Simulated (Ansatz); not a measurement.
# A two-dimensional sheet of Si of the honeycomb type: a line through a two-coordinate scan

How does the energy of a two-dimensional sheet of Si of the honeycomb type (2 atoms in the cell) vary with lattice constant a of the sheet (both vectors scaled alike), at buckling: height of Si1 above Si2 = 1.000 Å?

Computed with Ansatz 0.2.0 (DFT PBE, scalar-relativistic, plane waves, PAW, unless a step's input says otherwise).

28 further runs of the same task are left out: 28 set aside as unsound or not needed. Runs told in other sessions of the task aren't counted.

## Step 1: The structure to begin with

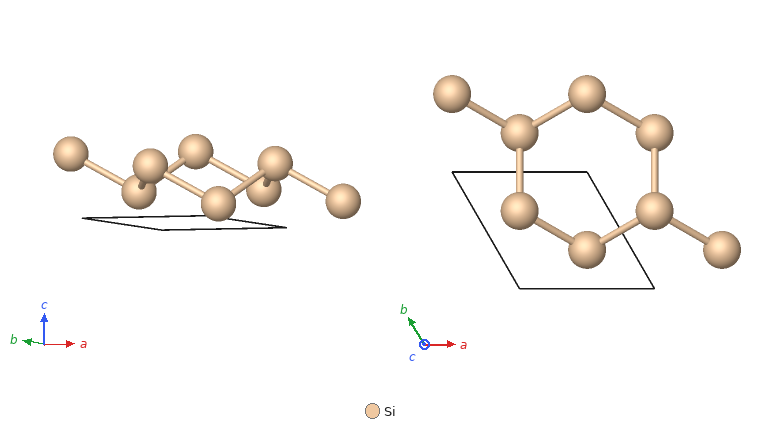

Start, viewed from the side (left, normal up) and from above (right); silicon light orange; 2×2 surface cells, with atoms on the cell's edges repeated; the outline under the slab is one cell, and the vacuum is left out.

As a file:

```cif
data_structure
_symmetry_space_group_name_H-M 'P-3m1'
_symmetry_Int_Tables_number 164
_cell_length_a 3.6260
_cell_length_b 3.6260
_cell_length_c 28.0000
_cell_angle_alpha 90.000
_cell_angle_beta 90.000
_cell_angle_gamma 120.000
_cell_volume 318.82
loop_
_atom_site_label
_atom_site_type_symbol
_atom_site_symmetry_multiplicity
_atom_site_Wyckoff_symbol
_atom_site_fract_x
_atom_site_fract_y
_atom_site_fract_z
_atom_site_occupancy
Si1 Si 2 d 0.33333 0.66667 0.51786 1
```

This is the geometry of the first run shown, built on a cell relaxed beforehand with the same method.

## Step 2: The scan

Atoms count from 1 in the order of the input.

The lattice constant and the buckling of a sheet are varied, nothing relaxed.

- lattice constant a of the sheet (both vectors scaled alike): 8 values from 3.626 to 4.061 Å
- buckling: height of Si1 above Si2: 8 values from 0.000 to 1.000 Å

Nothing else is relaxed. Points are written as (first, second).

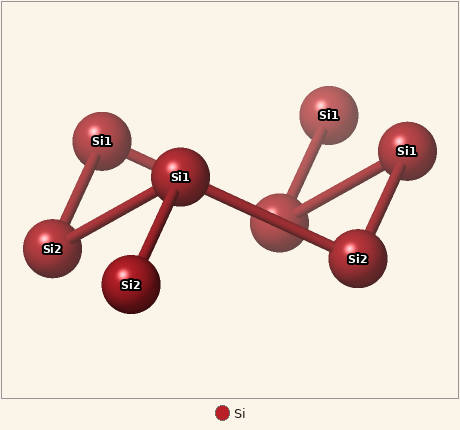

The geometry at (3.626 Å, 1.000 Å).

## Step 3: Grid point (3.626 Å, 1.000 Å)

The sheet is isolated along c: the input cuts the Coulomb interaction between periodic copies.

input.yaml

```yaml
crystal:
  lattice:
    - [3.626, 0.0, 0.0]
    - [-1.813, 3.1402081141, 0.0]
    - [0.0, 0.0, 28.0]
  atoms:
    - { symbol: Si, position: [0.3333333333, 0.6666666667, 0.5178571429] }
    - { symbol: Si, position: [0.6666666667, 0.3333333333, 0.4821428571] }
  periodic: [true, true, false]
basis:
  ecutwfc: 420
kpoints:
  mp_grid: { grid: [15, 15, 1] }
hamiltonian:
  xc: pbe
  pseudopotentials: { kind: paw, azcp: { folder: soft_1 } }
scf:
  occupations: { method: gaussian, width: 0.1 }
output:
  forces: true
  stress: true
  eigenvalues: true
```

Launch:

```bash
$ ansatz run input.yaml --threads 1 --pin off --max-ram 3072MiB --backend cpu --events-out ev --progress --plain --runs-dir out
```

The program printed (excerpt; [...] marks lines left out):

```text
Warning: RAYON_NUM_THREADS=1 ignored (pool sized by the plan → 1); use --threads N
[...]
Pseudopotentials: kind: paw
Pseudopotential: Si, paw, valence charge 4, recommended cutoff 420 eV (normal), <dir>
Functional definition: PBE
[...]
Crystal: 2 atoms, lattice volume = 318.819 Å³
Basis set: ecut = 420 eV, 6153 PW (Γ), exchange–correlation on 50×50×384 points (8 copies of the dense FFT grid, shifted against one another)
Bands: 8, of which v1, the nominal top of the filled ones, is band 4 counted from 1 (3 counted from 0)
Symmetry: 12 space group operations
Space group: P-3m1 (ITA 164), of the structure as read, at distance tolerance 6.8e-5 Å
k-points: 27 of 225
[...]
SCF iter   1: F=—  HF=-1270.480593 eV  |F-HF|=—  |Δ(HF+E_count)|=         —  Δρ=1.70e-2  dr2=1.79e0  ethr=3.10e-3  ⟨swp⟩=12.7  Hψ=3343  notcnv=0
[...]
SCF iter   8: F=-1269.843702 eV  HF=-1269.843702 eV  |F-HF|=1.71e-9  |Δ(HF+E_count)|=   3.46e-8  Δρ=4.94e-7  dr2=1.99e-9  ethr=1.25e-9  ⟨swp⟩=13.3  Hψ=1935  notcnv=0
[...]
SCF converged after 8 iterations
Free energy (F): -1269.843702 eV
[...]
E sigma→0 (E₀):  -1269.837548 eV
Entropy (-TS):   -0.012308 eV (-6.154 meV/atom)
Fermi energy:    -4.206615 eV
[...]
--- Forces (eV/Å), atoms counted from 1 ---
  atom   1  Si     0.00000000     0.00000000    -1.24123478
  atom   2  Si    -0.00000000     0.00000000     1.24123478
[...]
--- 2D stress c σ (N/m, compression-positive) ---
        2.134940      -0.000000       0.000000
       -0.000000       2.134940       0.000000
        0.000000       0.000000       0.000000
  P = ½ c Tr σ = 2.1349 N/m
--- Band table (eV; the first three rows and the last of 27) ---
  k-point 0: bands = ["-15.1788", "-8.3503", "-3.7373", "-3.7373", "-3.3616", "-0.3413", "-0.0088", "-0.0088"]
[...]
  ° read free of the cell's end (the report's vacuum.weakly_bound_levels)
```

Wall time 6 s (1 thread of Arm Neoverse V1, shared host); peak memory 0.44 GiB.

Read from this run: work function 4.21 eV.

## Step 4: Grid point (3.750 Å, 1.000 Å)

Changes to input.yaml since step 3:

```diff
@@ -2,4 +2,4 @@
   lattice:
-    - [3.626, 0.0, 0.0]
-    - [-1.813, 3.1402081141, 0.0]
+    - [3.75, 0.0, 0.0]
+    - [-1.875, 3.2475952642, 0.0]
     - [0.0, 0.0, 28.0]
```

Launch:

```bash
$ ansatz run input.yaml --threads 1 --pin off --max-ram 3072MiB --backend cpu --events-out ev --progress --plain --runs-dir out
```

The program printed (excerpt; [...] marks lines left out):

```text
[...]
SCF converged after 7 iterations
Free energy (F): -1269.885528 eV
[...]
E sigma→0 (E₀):  -1269.881935 eV
Entropy (-TS):   -0.007185 eV (-3.592 meV/atom)
Fermi energy:    -4.281625 eV
[...]
--- Forces (eV/Å), atoms counted from 1 ---
  atom   1  Si    -0.00000000    -0.00000000    -1.86182395
  atom   2  Si     0.00000000     0.00000000     1.86182395
[...]
--- 2D stress c σ (N/m, compression-positive) ---
       -0.347375      -0.000000      -0.000000
       -0.000000      -0.347375      -0.000000
        0.000000       0.000000       0.000000
  P = ½ c Tr σ = -0.3474 N/m
--- Band table (eV; the first three rows and the last of 27) ---
  k-point 0: bands = ["-14.7544", "-8.1591", "-3.9648", "-3.9648", "-3.2391", "-0.7970 (-0.7970°)", "-0.3073", "-0.2864"]
[...]
  ° read free of the cell's end (the report's vacuum.weakly_bound_levels)
```

It took 6.1 s on 1 thread of Arm Neoverse V1, shared host; peak memory 0.46 GiB.

Read from this run: work function 4.28 eV.

## Step 5: Point (3.813 Å, 1.000 Å)

Changes to input.yaml since step 4:

```diff
@@ -2,4 +2,4 @@
   lattice:
-    - [3.75, 0.0, 0.0]
-    - [-1.875, 3.2475952642, 0.0]
+    - [3.813, 0.0, 0.0]
+    - [-1.9065, 3.3021548646, 0.0]
     - [0.0, 0.0, 28.0]
```

Launch:

```bash
$ ansatz run input.yaml --threads 1 --pin off --max-ram 3072MiB --backend cpu --events-out ev --progress --plain --runs-dir out
```

The program printed (excerpt; [...] marks lines left out):

```text
Warning: RAYON_NUM_THREADS=1 ignored (pool sized by the plan → 1); use --threads N
[...]
Pseudopotentials: kind: paw
Pseudopotential: Si, paw, valence charge 4, recommended cutoff 420 eV (normal), <dir>
Functional definition: PBE
[...]
Crystal: 2 atoms, lattice volume = 352.551 Å³
Basis set: ecut = 420 eV, 6921 PW (Γ), exchange–correlation on 54×54×384 points (8 copies of the dense FFT grid, shifted against one another)
Bands: 8, of which v1, the nominal top of the filled ones, is band 4 counted from 1 (3 counted from 0)
Symmetry: 12 space group operations
Space group: P-3m1 (ITA 164), of the structure as read, at distance tolerance 7.1e-5 Å
k-points: 27 of 225
[...]
SCF iter   1: F=—  HF=-1270.298465 eV  |F-HF|=—  |Δ(HF+E_count)|=         —  Δρ=1.41e-2  dr2=1.25e0  ethr=3.10e-3  ⟨swp⟩=12.0  Hψ=3148  notcnv=0
[...]
SCF iter   7: F=-1269.862474 eV  HF=-1269.862474 eV  |F-HF|=1.17e-8  |Δ(HF+E_count)|=   2.01e-7  Δρ=7.71e-7  dr2=4.02e-9  ethr=1.25e-9  ⟨swp⟩=8.3  Hψ=1217  notcnv=0
[...]
SCF converged after 7 iterations
Free energy (F): -1269.862474 eV
[...]
E sigma→0 (E₀):  -1269.859846 eV
Entropy (-TS):   -0.005255 eV (-2.628 meV/atom)
Fermi energy:    -4.327564 eV
[...]
--- Forces (eV/Å), atoms counted from 1 ---
  atom   1  Si    -0.00000000    -0.00000000    -2.02056455
  atom   2  Si     0.00000000     0.00000000     2.02056455
[...]
--- 2D stress c σ (N/m, compression-positive) ---
       -1.415310      -0.000000       0.000000
       -0.000000      -1.415310      -0.000000
        0.000000       0.000000       0.000000
  P = ½ c Tr σ = -1.4153 N/m
--- Band table (eV; the first three rows and the last of 27) ---
  k-point 0: bands = ["-14.5847", "-8.0953", "-4.0952", "-4.0952", "-3.1974", "-1.2136", "-0.4455", "-0.4455"]
[...]
  ° read free of the cell's end (the report's vacuum.weakly_bound_levels)
```

Run time: 6.6 s. Hardware: 1 thread of Arm Neoverse V1, shared host; peak memory 0.46 GiB.

Read from this run: work function 4.33 eV.

## Step 6: Variant: mp_grid.shift [0.5, 0.5, 0.0]

Changes to input.yaml since step 5:

```diff
@@ -12,3 +12,3 @@
 kpoints:
-  mp_grid: { grid: [15, 15, 1] }
+  mp_grid: { grid: [15, 15, 1], shift: [0.5, 0.5, 0.0] }
 hamiltonian:
@@ -20,3 +20,3 @@
   forces: true
+  eigenvalues: true
   stress: true
-  eigenvalues: true
```

Launch:

```bash
$ ansatz run input.yaml --threads 1 --pin off --max-ram 3072MiB --backend cpu --events-out ev --progress --plain --runs-dir out
```

The program printed (excerpt; [...] marks lines left out):

```text
Warning: crystal.symmetry: narrowed to the stabiliser of the k-point mesh — unitary ops 12 → 4; excluded 8 operations that carry a point of the 15×15×1 mesh (shift [0.5, 0.5, 0]) off the mesh (the run samples exactly the mesh kpoints.mp_grid names, as under crystal.symmetry.detect: false, [...]
Warning: RAYON_NUM_THREADS=1 ignored (pool sized by the plan → 1); use --threads N
[...]
Pseudopotentials: kind: paw
Pseudopotential: Si, paw, valence charge 4, recommended cutoff 420 eV (normal), <dir>
Functional definition: PBE
[...]
Crystal: 2 atoms, lattice volume = 352.551 Å³
Basis set: ecut = 420 eV, 6921 PW (Γ), exchange–correlation on 54×54×384 points (8 copies of the dense FFT grid, shifted against one another)
Bands: 8, of which v1, the nominal top of the filled ones, is band 4 counted from 1 (3 counted from 0)
Symmetry: 4 space group operations
k-points: 64 of 225
[...]
SCF iter   1: F=—  HF=-1270.299100 eV  |F-HF|=—  |Δ(HF+E_count)|=         —  Δρ=1.41e-2  dr2=1.26e0  ethr=3.10e-3  ⟨swp⟩=12.2  Hψ=7604  notcnv=0
[...]
SCF iter   7: F=-1269.862872 eV  HF=-1269.862872 eV  |F-HF|=1.51e-8  |Δ(HF+E_count)|=   1.09e-7  Δρ=8.82e-7  dr2=6.93e-9  ethr=7.30e-10  ⟨swp⟩=4.5  Hψ=2476  notcnv=0
[...]
SCF converged after 7 iterations
Free energy (F): -1269.862872 eV
[...]
E sigma→0 (E₀):  -1269.860326 eV
Entropy (-TS):   -0.005092 eV (-2.546 meV/atom)
Fermi energy:    -4.325477 eV
[...]
--- Forces (eV/Å), atoms counted from 1 ---
  atom   1  Si    -0.01516737     0.00875689    -1.98962907
  atom   2  Si     0.01516737    -0.00875689     1.98962907
[...]
--- 2D stress c σ (N/m, compression-positive) ---
       -1.458381       0.021219       0.000000
        0.021219      -1.433879       0.000000
        0.000000       0.000000       0.000000
  P = ½ c Tr σ = -1.4461 N/m
--- Band table (eV; the first three rows and the last of 64) ---
  k-point 0: bands = ["-14.5576", "-8.0775", "-4.4601", "-4.2000", "-3.1796", "-0.9557 (-0.9557°)", "-0.5107", "-0.2875"]
[...]
  ° read free of the cell's end (the report's vacuum.weakly_bound_levels)
```

It took 14 s on 1 thread of Arm Neoverse V1, shared host; peak memory 0.55 GiB.

```
    run     ending  energy change  gap (eV)  force (eV/Å)  cycles   time
 step 5  converged              0      0.00          2.02       7  6.6 s
variant  converged  -0.2 meV/atom      0.00          1.99       7   14 s
```

Changing the k-point mesh moves the energy by -0.2 meV/atom, and the largest force goes from 2.02 to 1.99 eV/Å. Sampling errors of the energy have no fixed sign. Cost: 14 s against 6.6 s.

## Step 7: Point (3.875 Å, 1.000 Å)

Changes to input.yaml since step 5:

```diff
@@ -2,4 +2,4 @@
   lattice:
-    - [3.813, 0.0, 0.0]
-    - [-1.9065, 3.3021548646, 0.0]
+    - [3.875, 0.0, 0.0]
+    - [-1.9375, 3.3558484397, 0.0]
     - [0.0, 0.0, 28.0]
```

Launch:

```bash
$ ansatz run input.yaml --threads 1 --pin off --max-ram 3072MiB --backend cpu --events-out ev --progress --plain --runs-dir out
```

The program printed (excerpt; [...] marks lines left out):

```text
[...]
SCF converged after 7 iterations
Free energy (F): -1269.814185 eV
[...]
E sigma→0 (E₀):  -1269.811740 eV
Entropy (-TS):   -0.004889 eV (-2.445 meV/atom)
Fermi energy:    -4.372740 eV
[...]
--- Forces (eV/Å), atoms counted from 1 ---
  atom   1  Si    -0.00000000    -0.00000000    -2.13105659
  atom   2  Si     0.00000000     0.00000000     2.13105659
[...]
--- 2D stress c σ (N/m, compression-positive) ---
       -2.302298      -0.000000       0.000000
       -0.000000      -2.302298      -0.000000
        0.000000       0.000000       0.000000
  P = ½ c Tr σ = -2.3023 N/m
--- Band table (eV; the first three rows and the last of 27) ---
  k-point 0: bands = ["-14.4266", "-8.0439", "-4.2129", "-4.2129", "-3.1619", "-1.6027", "-0.5951", "-0.5951"]
[...]
  ° read free of the cell's end (the report's vacuum.weakly_bound_levels)
```

Run time: 6.9 s. Hardware: 1 thread of Arm Neoverse V1, shared host; peak memory 0.46 GiB.

Read from this run: work function 4.37 eV.

## Step 8: Point (3.937 Å, 1.000 Å)

Changes to input.yaml since step 7:

```diff
@@ -2,4 +2,4 @@
   lattice:
-    - [3.875, 0.0, 0.0]
-    - [-1.9375, 3.3558484397, 0.0]
+    - [3.937, 0.0, 0.0]
+    - [-1.9685, 3.4095420147, 0.0]
     - [0.0, 0.0, 28.0]
```

Launch:

```bash
$ ansatz run input.yaml --threads 1 --pin off --max-ram 3072MiB --backend cpu --events-out ev --progress --plain --runs-dir out
```

The program printed (excerpt; [...] marks lines left out):

```text
Warning: RAYON_NUM_THREADS=1 ignored (pool sized by the plan → 1); use --threads N
[...]
Pseudopotentials: kind: paw
Pseudopotential: Si, paw, valence charge 4, recommended cutoff 420 eV (normal), <dir>
Functional definition: PBE
[...]
Crystal: 2 atoms, lattice volume = 375.854 Å³
Basis set: ecut = 420 eV, 7449 PW (Γ), exchange–correlation on 54×54×384 points (8 copies of the dense FFT grid, shifted against one another)
Bands: 8, of which v1, the nominal top of the filled ones, is band 4 counted from 1 (3 counted from 0)
Symmetry: 12 space group operations
Space group: P-3m1 (ITA 164), of the structure as read, at distance tolerance 7.2e-5 Å
k-points: 27 of 225
[...]
SCF iter   1: F=—  HF=-1270.080688 eV  |F-HF|=—  |Δ(HF+E_count)|=         —  Δρ=1.26e-2  dr2=1.00e0  ethr=3.10e-3  ⟨swp⟩=11.6  Hψ=3015  notcnv=0
[...]
SCF iter   6: F=-1269.744005 eV  HF=-1269.744005 eV  |F-HF|=9.49e-8  |Δ(HF+E_count)|=   2.42e-6  Δρ=3.11e-6  dr2=2.97e-8  ethr=1.25e-9  ⟨swp⟩=14.6  Hψ=2040  notcnv=0
[...]
SCF converged after 6 iterations
Free energy (F): -1269.744005 eV
[...]
E sigma→0 (E₀):  -1269.741786 eV
Entropy (-TS):   -0.004438 eV (-2.219 meV/atom)
Fermi energy:    -4.419762 eV
[...]
--- Forces (eV/Å), atoms counted from 1 ---
  atom   1  Si    -0.00000000    -0.00000000    -2.21820495
  atom   2  Si     0.00000000     0.00000000     2.21820495
[...]
--- 2D stress c σ (N/m, compression-positive) ---
       -3.033931       0.000000       0.000000
       -0.000000      -3.033931       0.000000
        0.000000       0.000000       0.000000
  P = ½ c Tr σ = -3.0339 N/m
--- Band table (eV; the first three rows and the last of 27) ---
  k-point 0: bands = ["-14.2698", "-8.0006", "-4.3134", "-4.3134", "-3.1291", "-1.9617", "-0.7314", "-0.7314"]
[...]
  ° read free of the cell's end (the report's vacuum.weakly_bound_levels)
```

Wall time 6.1 s (1 thread of Arm Neoverse V1, shared host); peak memory 0.47 GiB.

From the log: work function 4.42 eV.

## Step 9: Grid point (3.999 Å, 1.000 Å)

Changes to input.yaml since step 8:

```diff
@@ -2,4 +2,4 @@
   lattice:
-    - [3.937, 0.0, 0.0]
-    - [-1.9685, 3.4095420147, 0.0]
+    - [3.999, 0.0, 0.0]
+    - [-1.9995, 3.4632355897, 0.0]
     - [0.0, 0.0, 28.0]
```

Launch:

```bash
$ ansatz run input.yaml --threads 1 --pin off --max-ram 3072MiB --backend cpu --events-out ev --progress --plain --runs-dir out
```

The program printed (excerpt; [...] marks lines left out):

```text
[...]
SCF converged after 7 iterations
Free energy (F): -1269.654985 eV
[...]
E sigma→0 (E₀):  -1269.653204 eV
Entropy (-TS):   -0.003561 eV (-1.781 meV/atom)
Fermi energy:    -4.468925 eV
[...]
--- Forces (eV/Å), atoms counted from 1 ---
  atom   1  Si     0.00000000     0.00000000    -2.27281531
  atom   2  Si    -0.00000000    -0.00000000     2.27281531
[...]
--- 2D stress c σ (N/m, compression-positive) ---
       -3.639446       0.000000       0.000000
        0.000000      -3.639446       0.000000
        0.000000       0.000000       0.000000
  P = ½ c Tr σ = -3.6394 N/m
--- Band table (eV; the first three rows and the last of 27) ---
  k-point 0: bands = ["-14.1192", "-7.9678", "-4.4032", "-4.4032", "-3.1005", "-2.2953", "-0.8599", "-0.8599"]
[...]
  ° read free of the cell's end (the report's vacuum.weakly_bound_levels)
```

Wall time 6.5 s (1 thread of Arm Neoverse V1, shared host); peak memory 0.47 GiB.

This gives work function 4.47 eV.

## Step 10: Grid point (4.061 Å, 1.000 Å)

Changes to input.yaml since step 9:

```diff
@@ -2,4 +2,4 @@
   lattice:
-    - [3.999, 0.0, 0.0]
-    - [-1.9995, 3.4632355897, 0.0]
+    - [4.061, 0.0, 0.0]
+    - [-2.0305, 3.5169291648, 0.0]
     - [0.0, 0.0, 28.0]
```

Launch:

```bash
$ ansatz run input.yaml --threads 1 --pin off --max-ram 3072MiB --backend cpu --events-out ev --progress --plain --runs-dir out
```

The program printed (excerpt; [...] marks lines left out):

```text
Warning: RAYON_NUM_THREADS=1 ignored (pool sized by the plan → 1); use --threads N
[...]
Pseudopotentials: kind: paw
Pseudopotential: Si, paw, valence charge 4, recommended cutoff 420 eV (normal), <dir>
Functional definition: PBE
[...]
Crystal: 2 atoms, lattice volume = 399.903 Å³
Basis set: ecut = 420 eV, 7785 PW (Γ), exchange–correlation on 60×60×384 points (8 copies of the dense FFT grid, shifted against one another)
Bands: 8, of which v1, the nominal top of the filled ones, is band 4 counted from 1 (3 counted from 0)
Symmetry: 12 space group operations
Space group: P-3m1 (ITA 164), of the structure as read, at distance tolerance 7.4e-5 Å
k-points: 27 of 225
[...]
SCF iter   1: F=—  HF=-1269.809205 eV  |F-HF|=—  |Δ(HF+E_count)|=         —  Δρ=1.13e-2  dr2=8.15e-1  ethr=3.10e-3  ⟨swp⟩=11.3  Hψ=2928  notcnv=0
[...]
SCF iter   7: F=-1269.549710 eV  HF=-1269.549710 eV  |F-HF|=4.22e-9  |Δ(HF+E_count)|=   3.86e-8  Δρ=7.89e-7  dr2=8.33e-9  ethr=1.25e-9  ⟨swp⟩=11.5  Hψ=1730  notcnv=0
[...]
SCF converged after 7 iterations
Free energy (F): -1269.549710 eV
[...]
E sigma→0 (E₀):  -1269.548418 eV
Entropy (-TS):   -0.002584 eV (-1.292 meV/atom)
Fermi energy:    -4.521835 eV
[...]
--- Forces (eV/Å), atoms counted from 1 ---
  atom   1  Si    -0.00000000     0.00000000    -2.29335683
  atom   2  Si     0.00000000     0.00000000     2.29335683
[...]
--- 2D stress c σ (N/m, compression-positive) ---
       -4.137142       0.000000       0.000000
       -0.000000      -4.137142      -0.000000
        0.000000       0.000000       0.000000
  P = ½ c Tr σ = -4.1371 N/m
--- Band table (eV; the first three rows and the last of 27) ---
  k-point 0: bands = ["-13.9777", "-7.9476", "-4.4865", "-4.4865", "-3.0775", "-2.6063", "-0.9841", "-0.9841"]
[...]
```

Wall time 6.3 s (1 thread of Arm Neoverse V1, shared host); peak memory 0.49 GiB.

From the log: work function 4.52 eV.

## Step 11: The line in numbers

| lattice constant a of the sheet (both vectors scaled alike) (Å) | step | energy (meV/atom) | slope (meV/atom per Å) | work function of the top face (eV) |
| --- | --- | --- | --- | --- |
| 3.626 | 3 | 21 | −418 | 4.21 |
| 3.688 | – | 2.9 | −166 | 4.24 |
| 3.750 | 4 | 0 | 70 | 4.28 |
| 3.813 | 5 | 12 | 292 | 4.33 |
| 3.875 | 7 | 36 | 482 | 4.37 |
| 3.937 | 8 | 71 | 646 | 4.42 |
| 3.999 | 9 | 115 | 787 | 4.47 |
| 4.061 | 10 | 168 | 908 | 4.52 |

Energies count from the lowest point of the line. Rows without a step come from runs not printed here or follow by symmetry. Slopes come from the forces (and the stress, where the cell changes), not from differences of energies.

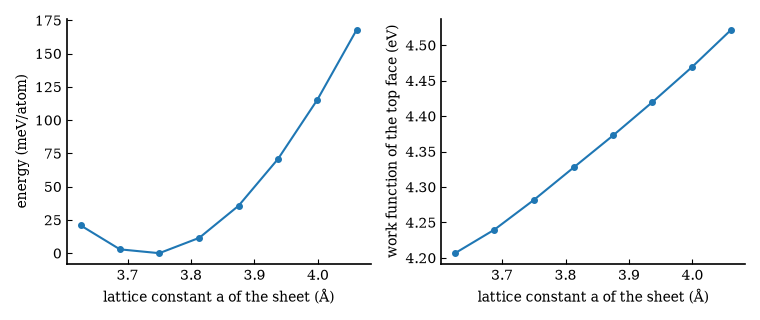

Energy and work function of the top face along the line.

```
                                                            run                                                       outcome
step 6, run with mp_grid.shift [0.5, 0.5, 0.0] (against step 5)  -0.2 meV/atom; the largest force goes from 2.02 to 1.99 eV/Å
```

In words: The lowest point computed on the line is at 3.750 Å. A fit to energies and slopes at the lowest point and its two neighbours puts the minimum at 3.7311 Å, with a curvature of about 3800 meV/atom per Å². The highest point computed, at 4.061 Å, lies 168 meV/atom above the lowest. This is one cut through a surface in two coordinates; the map's lowest point lies off it.
